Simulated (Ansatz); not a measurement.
# Geometry relaxation of C9H12O2 (part 2 of 3)

The same run, continued: C9H12O2, SMILES CCc1ccc(O)c(OC)c1; RKS PBE0-D4/def2-TZVP (Ansatz 0.2.0). 

Geometry of the input (Å):
```
C  3.6638  -0.9413  -0.6070
C  2.7767  0.1185  -1.2787
C  1.4637  0.3307  -0.5574
C  1.3434  1.2744  0.4800
C  0.1318  1.4061  1.1693
C  -0.9917  0.6167  0.8642
O  -2.1709  0.7635  1.5525
C  -0.8873  -0.3431  -0.1809
O  -1.8611  -1.1901  -0.6208
C  -3.1725  -1.1990  -0.0736
C  0.3421  -0.4587  -0.8599
H  3.1481  -1.9227  -0.5697
H  3.9036  -0.6559  0.4379
H  4.6205  -1.0767  -1.1528
H  2.5772  -0.1809  -2.3297
H  3.3275  1.0821  -1.3300
H  2.1972  1.9156  0.7487
H  0.0362  2.1509  1.9788
H  -2.0357  1.4650  2.2152
H  -3.6867  -0.2237  -0.1989
H  -3.1761  -1.4614  1.0045
H  -3.7228  -1.9758  -0.6390
H  0.3857  -1.2108  -1.6630
```

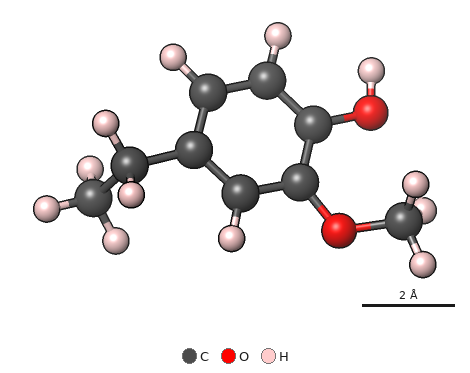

The geometry at step 11 of the log (ball-and-stick view, seen at a tilt).

**Trajectory as extended XYZ, continued**
```
23
Properties=species:S:1:pos:R:3:forces:R:3 step=3 energy=-13612.22952
C     3.6300   -0.9346   -0.6020   -0.0167   0.0034   0.0061
C     2.7500    0.1180   -1.2682   -0.0023   0.0117  -0.0142
C     1.4492    0.3248   -0.5475    0.0338  -0.0581   0.0296
C     1.3313    1.2574    0.4745   -0.0046   0.0329  -0.0104
C     0.1351    1.3893    1.1551    0.0001   0.0057   0.0051
C    -0.9722    0.6088    0.8538   -0.0071  -0.0311  -0.0066
O    -2.1424    0.7614    1.5437    0.0163   0.0047  -0.0049
C    -0.8703   -0.3395   -0.1728   -0.0323   0.0036  -0.0169
O    -1.8336   -1.1836   -0.6123    0.0085   0.0038   0.0213
C    -3.1407   -1.1882   -0.0748    0.0113  -0.0029  -0.0080
C     0.3426   -0.4545   -0.8450   -0.0001   0.0137  -0.0099
H     3.1203   -1.9000   -0.5662   -0.0040  -0.0107   0.0016
H     3.8665   -0.6491    0.4255    0.0030   0.0012   0.0106
H     4.5701   -1.0661   -1.1434    0.0004   0.0042  -0.0062
H     2.5499   -0.1772   -2.3023   -0.0006  -0.0019  -0.0127
H     3.2914    1.0675   -1.3149    0.0062   0.0107  -0.0021
H     2.1719    1.8899    0.7373    0.0066   0.0036   0.0041
H     0.0433    2.1260    1.9494    0.0039   0.0041   0.0067
H    -2.0115    1.4542    2.1960   -0.0156   0.0022   0.0094
H    -3.6381   -0.2264   -0.2088   -0.0039   0.0126  -0.0021
H    -3.1430   -1.4468    0.9850   -0.0010  -0.0026   0.0120
H    -3.6757   -1.9537   -0.6357   -0.0040  -0.0057  -0.0059
H     0.3888   -1.1944   -1.6370    0.0023  -0.0052  -0.0068
23
Properties=species:S:1:pos:R:3:forces:R:3 step=5 energy=-13612.22987
C     3.6290   -0.9357   -0.6031   -0.0013   0.0018  -0.0026
C     2.7502    0.1187   -1.2684    0.0022  -0.0008   0.0025
C     1.4508    0.3227   -0.5448   -0.0021   0.0075  -0.0018
C     1.3308    1.2606    0.4729    0.0033  -0.0040   0.0030
C     0.1348    1.3911    1.1544    0.0021   0.0031  -0.0014
C    -0.9708    0.6064    0.8564   -0.0028   0.0027  -0.0010
O    -2.1404    0.7568    1.5473   -0.0005  -0.0085  -0.0022
C    -0.8691   -0.3418   -0.1701   -0.0024   0.0018   0.0010
O    -1.8300   -1.1906   -0.6036    0.0093  -0.0101  -0.0036
C    -3.1406   -1.1874   -0.0758   -0.0005   0.0001  -0.0065
C     0.3436   -0.4553   -0.8435    0.0003   0.0028  -0.0026
H     3.1188   -1.9011   -0.5688   -0.0020  -0.0011   0.0005
H     3.8660   -0.6517    0.4250    0.0002  -0.0001   0.0014
H     4.5688   -1.0666   -1.1453    0.0023  -0.0001  -0.0010
H     2.5493   -0.1749   -2.3030    0.0003   0.0004  -0.0027
H     3.2918    1.0685   -1.3132    0.0008  -0.0003  -0.0013
H     2.1710    1.8942    0.7349   -0.0008   0.0014  -0.0019
H     0.0424    2.1298    1.9469    0.0001   0.0002   0.0043
H    -2.0142    1.4514    2.1987    0.0006   0.0042   0.0048
H    -3.6326   -0.2238   -0.2174   -0.0058   0.0108  -0.0029
H    -3.1513   -1.4412    0.9850   -0.0048  -0.0042   0.0117
H    -3.6749   -1.9531   -0.6376   -0.0019   0.0000  -0.0006
H     0.3894   -1.1937   -1.6372    0.0034  -0.0076   0.0029
23
Properties=species:S:1:pos:R:3:forces:R:3 step=6 energy=-13612.23039
C     3.6273   -0.9370   -0.6076   -0.0095   0.0046  -0.0003
C     2.7498    0.1216   -1.2691    0.0131   0.0040  -0.0063
C     1.4505    0.3254   -0.5455    0.0040  -0.0007   0.0372
C     1.3295    1.2658    0.4704   -0.0031  -0.0004  -0.0217
C     0.1341    1.3945    1.1536    0.0046   0.0019  -0.0061
C    -0.9675    0.6010    0.8635    0.0069   0.0123   0.0179
O    -2.1346    0.7441    1.5597   -0.0297  -0.0231  -0.0018
C    -0.8641   -0.3523   -0.1581    0.0225   0.0369  -0.0032
O    -1.8193   -1.2131   -0.5778   -0.0030  -0.0327  -0.0148
C    -3.1415   -1.1842   -0.0803   -0.0022   0.0056   0.0028
C     0.3461   -0.4592   -0.8376   -0.0100  -0.0023  -0.0062
H     3.1157   -1.9020   -0.5773   -0.0004   0.0031   0.0016
H     3.8641   -0.6571    0.4218   -0.0004  -0.0025  -0.0031
H     4.5674   -1.0675   -1.1497   -0.0047   0.0043   0.0003
H     2.5490   -0.1682   -2.3049    0.0016   0.0033  -0.0012
H     3.2932    1.0707   -1.3097   -0.0021  -0.0053  -0.0051
H     2.1676    1.9045    0.7277   -0.0063  -0.0042  -0.0043
H     0.0403    2.1379    1.9415   -0.0030  -0.0076   0.0073
H    -2.0175    1.4447    2.2061    0.0251   0.0060  -0.0030
H    -3.6166   -0.2154   -0.2456    0.0018   0.0058  -0.0052
H    -3.1794   -1.4230    0.9835   -0.0098  -0.0028   0.0014
H    -3.6740   -1.9497   -0.6443    0.0006   0.0047   0.0031
H     0.3926   -1.1984   -1.6306    0.0041  -0.0107   0.0104
23
Properties=species:S:1:pos:R:3:forces:R:3 step=8 energy=-13612.23317
C     3.6241   -0.9381   -0.6196   -0.0255   0.0132   0.0002
C     2.7469    0.1280   -1.2711    0.0336   0.0068  -0.0155
C     1.4493    0.3287   -0.5443    0.0103  -0.0013   0.0890
C     1.3240    1.2802    0.4613   -0.0076  -0.0083  -0.0514
C     0.1319    1.4023    1.1519   -0.0006   0.0024  -0.0130
C    -0.9581    0.5841    0.8857    0.0088   0.0389   0.0523
O    -2.1174    0.7073    1.5970   -0.0747  -0.0472   0.0083
C    -0.8508   -0.3814   -0.1238    0.0717   0.0665  -0.0312
O    -1.7918   -1.2743   -0.5068   -0.1209  -0.0218   0.0404
C    -3.1439   -1.1722   -0.0957    0.0468   0.0430   0.0260
C     0.3529   -0.4740   -0.8176   -0.0368  -0.0052  -0.0162
H     3.1110   -1.9027   -0.5974   -0.0004   0.0062   0.0040
H     3.8617   -0.6671    0.4121   -0.0001  -0.0055  -0.0062
H     4.5637   -1.0661   -1.1634   -0.0097   0.0106  -0.0005
H     2.5447   -0.1534   -2.3090    0.0030   0.0069  -0.0037
H     3.2924    1.0764   -1.3037   -0.0052  -0.0105  -0.0124
H     2.1556    1.9335    0.7041   -0.0159  -0.0110  -0.0103
H     0.0343    2.1577    1.9279   -0.0105  -0.0221   0.0144
H    -2.0211    1.4240    2.2293    0.0683   0.0015  -0.0259
H    -3.5674   -0.1902   -0.3278    0.0528  -0.0604   0.0103
H    -3.2580   -1.3673    0.9739   -0.0011   0.0175  -0.0896
H    -3.6721   -1.9368   -0.6651    0.0057   0.0080   0.0059
H     0.4009   -1.2156   -1.6083    0.0080  -0.0282   0.0251
23
Properties=species:S:1:pos:R:3:forces:R:3 step=10 energy=-13612.24186
C     3.6227   -0.9315   -0.6287   -0.0027   0.0050   0.0012
C     2.7397    0.1314   -1.2752    0.0059   0.0098  -0.0094
C     1.4453    0.3242   -0.5396    0.0161   0.0029   0.0285
C     1.3127    1.2923    0.4478   -0.0027  -0.0015  -0.0310
C     0.1269    1.4052    1.1507   -0.0154   0.0050   0.0063
C    -0.9514    0.5651    0.9090    0.0036   0.0018   0.0008
O    -2.1002    0.6674    1.6391   -0.0324  -0.0105   0.0228
C    -0.8413   -0.4079   -0.0931    0.0782   0.0128  -0.0306
O    -1.7753   -1.3224   -0.4453   -0.1016   0.0192   0.0718
C    -3.1428   -1.1506   -0.1172    0.0232  -0.0008   0.0113
C     0.3586   -0.4990   -0.7919   -0.0244  -0.0055  -0.0054
H     3.1126   -1.8974   -0.6051    0.0034   0.0001   0.0030
H     3.8641   -0.6610    0.4022   -0.0028  -0.0024  -0.0036
H     4.5604   -1.0551   -1.1764   -0.0043   0.0015  -0.0040
H     2.5338   -0.1485   -2.3129   -0.0030  -0.0025   0.0005
H     3.2799    1.0822   -1.3107    0.0015   0.0008  -0.0014
H     2.1353    1.9635    0.6701   -0.0078  -0.0089  -0.0050
H     0.0278    2.1637    1.9233   -0.0063  -0.0065   0.0070
H    -2.0039    1.3986    2.2547    0.0175  -0.0033  -0.0025
H    -3.5069   -0.1574   -0.3969    0.0494  -0.0465   0.0149
H    -3.3270   -1.3146    0.9474    0.0011   0.0294  -0.0805
H    -3.6735   -1.9049   -0.6984    0.0062   0.0097  -0.0009
H     0.4153   -1.2602   -1.5632   -0.0028  -0.0095   0.0061
23
Properties=species:S:1:pos:R:3:forces:R:3 step=11 energy=-13612.24897
C     3.6209   -0.9262   -0.6376    0.0075  -0.0012   0.0034
C     2.7322    0.1340   -1.2793   -0.0118   0.0123  -0.0083
C     1.4407    0.3210   -0.5364    0.0059   0.0093  -0.0087
C     1.3016    1.3046    0.4343   -0.0020  -0.0243  -0.0016
C     0.1219    1.4104    1.1492   -0.0368  -0.0045   0.0174
C    -0.9447    0.5485    0.9327   -0.0172  -0.0236   0.0152
O    -2.0836    0.6314    1.6827    0.0528   0.0209  -0.0122
C    -0.8306   -0.4350   -0.0586    0.0565  -0.0205  -0.0460
O    -1.7580   -1.3716   -0.3756   -0.2424   0.1056   0.1280
C    -3.1398   -1.1336   -0.1388    0.0701   0.0306   0.0404
C     0.3622   -0.5204   -0.7687   -0.0099   0.0086   0.0004
H     3.1139   -1.8937   -0.6117    0.0028  -0.0007   0.0005
H     3.8662   -0.6558    0.3923   -0.0019   0.0003  -0.0026
H     4.5564   -1.0469   -1.1896   -0.0026  -0.0001  -0.0044
H     2.5224   -0.1457   -2.3164   -0.0042  -0.0050   0.0021
H     3.2685    1.0868   -1.3172    0.0013   0.0011   0.0021
H     2.1187    1.9875    0.6417   -0.0147  -0.0038  -0.0127
H     0.0216    2.1735    1.9173   -0.0020   0.0013  -0.0028
H    -1.9902    1.3768    2.2822   -0.0177  -0.0236   0.0030
H    -3.4423   -0.1315   -0.4685    0.0878  -0.1340   0.0548
H    -3.3980   -1.2603    0.9185    0.0510   0.0521  -0.1761
H    -3.6686   -1.8798   -0.7323    0.0261   0.0065  -0.0059
H     0.4212   -1.2909   -1.5307    0.0013  -0.0073   0.0142
23
Properties=species:S:1:pos:R:3:forces:R:3 step=13 energy=-13612.26013
C     3.6271   -0.9089   -0.6645    0.0129  -0.0026  -0.0109
C     2.7040    0.1323   -1.2896    0.0082  -0.0267   0.0382
C     1.4293    0.2992   -0.5133   -0.0557   0.1429  -0.1115
C     1.2782    1.3191    0.4183    0.0999  -0.1637   0.1333
C     0.1156    1.4141    1.1634   -0.0371   0.0065   0.0229
C    -0.9339    0.5221    0.9912   -0.0192  -0.0106   0.0487
O    -2.0573    0.5873    1.7637    0.0502  -0.0132  -0.0520
C    -0.8178   -0.4823    0.0229    0.0849  -0.0299  -0.0803
O    -1.7449   -1.4369   -0.2394   -0.3535   0.1209   0.1170
C    -3.1302   -1.0982   -0.2025    0.1691   0.1098   0.1151
C     0.3647   -0.5716   -0.7020   -0.0338   0.0410  -0.0305
H     3.1376   -1.8849   -0.6210    0.0057   0.0029   0.0000
H     3.8926   -0.6286    0.3578    0.0014   0.0012  -0.0059
H     4.5504   -1.0166   -1.2395   -0.0038  -0.0022   0.0026
H     2.4727   -0.1583   -2.3192   -0.0054  -0.0007   0.0064
H     3.2224    1.0942   -1.3467   -0.0102  -0.0068   0.0042
H     2.0929    2.0125    0.6040   -0.0597   0.0156  -0.0573
H     0.0215    2.1839    1.9259   -0.0097   0.0172  -0.0382
H    -1.9675    1.3386    2.3564   -0.0276  -0.0180   0.0027
H    -3.3121   -0.1178   -0.6687    0.0593  -0.2082   0.1032
H    -3.5185   -1.0876    0.8253    0.1053   0.0076  -0.2728
H    -3.6338   -1.8730   -0.7817    0.0017   0.0313   0.0207
H     0.4198   -1.3554   -1.4512    0.0170  -0.0141   0.0445
23
Properties=species:S:1:pos:R:3:forces:R:3 step=15 energy=-13612.26727 accepted=F
C     3.6135   -0.8979   -0.6734    0.0621   0.0611  -0.0102
C     2.6765    0.1277   -1.3031   -0.1203  -0.0447  -0.0034
C     1.4071    0.2946   -0.5164   -0.0601   0.0598  -0.0517
C     1.2684    1.3096    0.4225   -0.0034  -0.0252   0.0609
C     0.1192    1.4054    1.1930    0.3185   0.0976  -0.1542
C    -0.9125    0.5023    1.0417   -0.2459   0.1672   0.3062
O    -2.0227    0.5688    1.8267   -0.1378  -0.0171   0.0715
C    -0.8101   -0.5040    0.0846    0.0662  -0.1666  -0.1496
O    -1.7445   -1.4681   -0.0992    0.0146  -0.0717  -0.0138
C    -3.0955   -1.0779   -0.2528    0.0409  -0.1107  -0.0678
C     0.3433   -0.5868   -0.6804    0.0815   0.0449   0.0425
H     3.1382   -1.8793   -0.6060   -0.0263   0.0182  -0.0183
H     3.8907   -0.5979    0.3400    0.0141  -0.0026   0.0001
H     4.5283   -1.0033   -1.2623    0.0097  -0.0140   0.0218
H     2.4396   -0.1832   -2.3257   -0.0226   0.0120   0.0074
H     3.1774    1.0968   -1.3823    0.0504  -0.0205   0.0160
H     2.0654    2.0313    0.5638    0.0274  -0.0106   0.0012
H     0.0208    2.1836    1.9439    0.0441   0.0586  -0.0045
H    -1.9401    1.3283    2.4157    0.0023  -0.1689  -0.1350
H    -3.1730   -0.1360   -0.7976   -0.0193   0.0731  -0.0727
H    -3.5944   -0.9780    0.7069   -0.0742   0.0465   0.1561
H    -3.5676   -1.8736   -0.8295   -0.0608   0.0353  -0.0207
H     0.3846   -1.3792   -1.4203    0.0388  -0.0215   0.0181
23
Properties=species:S:1:pos:R:3:forces:R:3 step=17 energy=-13612.27893
C     3.6224   -0.8864   -0.6812    0.0095   0.0079  -0.0035
C     2.6683    0.1262   -1.3068   -0.0156  -0.0086   0.0004
C     1.4054    0.2886   -0.5109   -0.0057  -0.0096   0.0000
C     1.2673    1.3045    0.4250   -0.0150   0.0144   0.0072
C     0.1189    1.4043    1.1952    0.0452   0.0032  -0.0330
C    -0.9151    0.4931    1.0552   -0.0234   0.0255   0.0565
O    -2.0310    0.5387    1.8329   -0.0305   0.0051   0.0133
C    -0.8054   -0.5213    0.0987    0.0049  -0.0162  -0.0178
O    -1.7504   -1.4782   -0.0870   -0.0836   0.0276  -0.0130
C    -3.0953   -1.0584   -0.2622    0.0107   0.0115   0.0054
C     0.3512   -0.6059   -0.6609    0.0093   0.0138   0.0128
H     3.1515   -1.8694   -0.6040   -0.0011   0.0061  -0.0026
H     3.9081   -0.5787    0.3276    0.0006  -0.0004  -0.0041
H     4.5328   -0.9916   -1.2767   -0.0003  -0.0018   0.0034
H     2.4220   -0.1892   -2.3256   -0.0042   0.0015   0.0030
H     3.1678    1.0957   -1.3938    0.0028  -0.0045   0.0024
H     2.0635    2.0290    0.5589    0.0023  -0.0048   0.0017
H     0.0250    2.1959    1.9339    0.0088   0.0056  -0.0002
H    -1.9623    1.2914    2.4273    0.0082  -0.0307  -0.0234
H    -3.1467   -0.1283   -0.8400    0.0229  -0.0587   0.0339
H    -3.6030   -0.9139    0.6947    0.0527   0.0045  -0.0504
H    -3.5884   -1.8535   -0.8226   -0.0033   0.0089   0.0080
H     0.4061   -1.4094   -1.3881    0.0047  -0.0002  -0.0001
23
Properties=species:S:1:pos:R:3:forces:R:3 step=19 energy=-13612.28163
C     3.6251   -0.8728   -0.6927    0.0003   0.0012  -0.0008
C     2.6484    0.1217   -1.3123    0.0022  -0.0011   0.0041
C     1.3958    0.2784   -0.4995    0.0012  -0.0019  -0.0029
C     1.2612    1.2986    0.4321    0.0022  -0.0047   0.0087
C     0.1199    1.3988    1.2125    0.0048  -0.0043   0.0025
C    -0.9134    0.4837    1.0852    0.0064  -0.0173   0.0102
O    -2.0270    0.5254    1.8655   -0.0026   0.0126   0.0025
C    -0.8059   -0.5356    0.1326   -0.0043   0.0075  -0.0105
O    -1.7589   -1.4886   -0.0421   -0.0436   0.0249  -0.0088
C    -3.0813   -1.0424   -0.2995   -0.0133   0.0304   0.0032
C     0.3450   -0.6223   -0.6342   -0.0049   0.0127  -0.0019
H     3.1667   -1.8600   -0.5964    0.0010   0.0023  -0.0008
H     3.9251   -0.5506    0.3074   -0.0004  -0.0005  -0.0022
H     4.5261   -0.9746   -1.3028   -0.0006  -0.0003   0.0008
H     2.3890   -0.2061   -2.3238    0.0000  -0.0014   0.0012
H     3.1359    1.0956   -1.4168   -0.0019  -0.0019   0.0007
H     2.0577    2.0244    0.5569   -0.0048   0.0046  -0.0021
H     0.0326    2.1941    1.9482   -0.0018   0.0005  -0.0042
H    -1.9530    1.2705    2.4679    0.0005  -0.0044  -0.0029
H    -3.0764   -0.1692   -0.9643    0.0016  -0.0824   0.0493
H    -3.6092   -0.7872    0.6238    0.0501  -0.0171  -0.0790
H    -3.5881   -1.8697   -0.7996    0.0075   0.0407   0.0316
H     0.3974   -1.4289   -1.3582    0.0004  -0.0002   0.0013
23
Properties=species:S:1:pos:R:3:forces:R:3 step=20 energy=-13612.28234
C     3.6266   -0.8665   -0.6984   -0.0059  -0.0017   0.0028
C     2.6398    0.1208   -1.3134    0.0074   0.0032  -0.0004
C     1.3918    0.2749   -0.4930    0.0036   0.0058  -0.0073
C     1.2612    1.2931    0.4412    0.0002   0.0000  -0.0108
C     0.1239    1.3916    1.2273   -0.0218   0.0039   0.0082
C    -0.9107    0.4770    1.1029   -0.0041  -0.0022  -0.0440
O    -2.0250    0.5207    1.8818    0.0203   0.0037   0.0077
C    -0.8089   -0.5376    0.1441    0.0218  -0.0134   0.0379
O    -1.7637   -1.4910   -0.0245   -0.0811   0.0601  -0.0248
C    -3.0763   -1.0368   -0.3209   -0.0461   0.0769   0.0020
C     0.3395   -0.6243   -0.6260   -0.0051   0.0017   0.0007
H     3.1736   -1.8555   -0.5948    0.0036   0.0024  -0.0002
H     3.9336   -0.5393    0.2980   -0.0025  -0.0008  -0.0034
H     4.5232   -0.9662   -1.3154   -0.0037   0.0005   0.0004
H     2.3742   -0.2112   -2.3220    0.0037  -0.0015   0.0032
H     3.1221    1.0966   -1.4247   -0.0042  -0.0014   0.0001
H     2.0545    2.0239    0.5578    0.0019  -0.0072   0.0106
H     0.0378    2.1903    1.9595   -0.0010  -0.0081   0.0044
H    -1.9448    1.2590    2.4915   -0.0027   0.0047   0.0070
H    -3.0496   -0.2172   -1.0560   -0.0033  -0.1663   0.1305
H    -3.6009   -0.6956    0.5806    0.0974  -0.0660  -0.1775
H    -3.5992   -1.8926   -0.7559    0.0255   0.1022   0.0560
H     0.3902   -1.4312   -1.3499   -0.0039   0.0034  -0.0031
```
